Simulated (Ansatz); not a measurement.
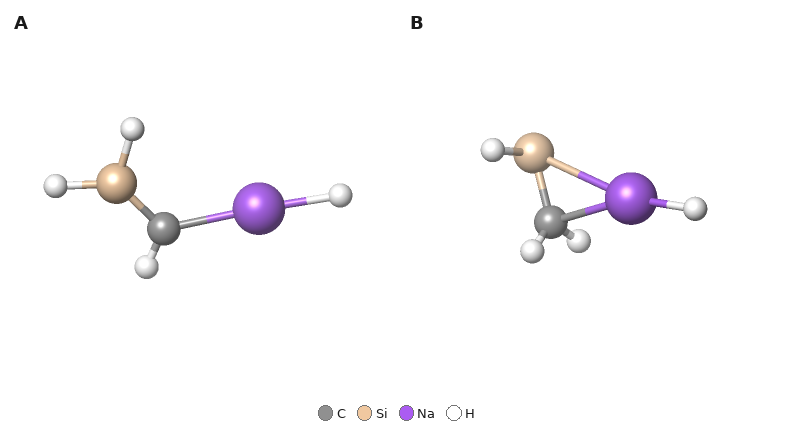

2 stationary structures of one formula. Charge −1, singlet. Geometries: PBE0-D4/def2-TZVPD. Electronic energies: RHF-CCSD(T) (frozen core)/def2-TZVPPD (Ansatz 0.2.0), without zero-point energy. No frequency run is at hand to confirm each as a minimum. Each is one conformer, not always the lowest.

Rank them by energy, lowest first.

Answer. B is lowest (C1); A lies 100.1 kJ/mol above it (Cs).

Give E(B) − E(A) in kJ/mol at these levels too: B3LYP-D4/def2-TZVPPD; r2SCAN-D4/def2-TZVPPD; PBE0-D4/def2-TZVPPD; PBE-D4/def2-TZVPPD; ωB97M-V/def2-TZVPPD; PBE0-D4/def2-TZVPD; RHF-CCSD(T) (frozen core)/def2-TZVPPD.

```tsv
level	E(B) − E(A) (kJ/mol)
B3LYP-D4/def2-TZVPPD	−100.6
r2SCAN-D4/def2-TZVPPD	−96.9
PBE0-D4/def2-TZVPPD	−106.0
PBE-D4/def2-TZVPPD	−100.0
ωB97M-V/def2-TZVPPD	−107.9
PBE0-D4/def2-TZVPD	−105.8
RHF-CCSD(T) (frozen core)/def2-TZVPPD	−100.1
```
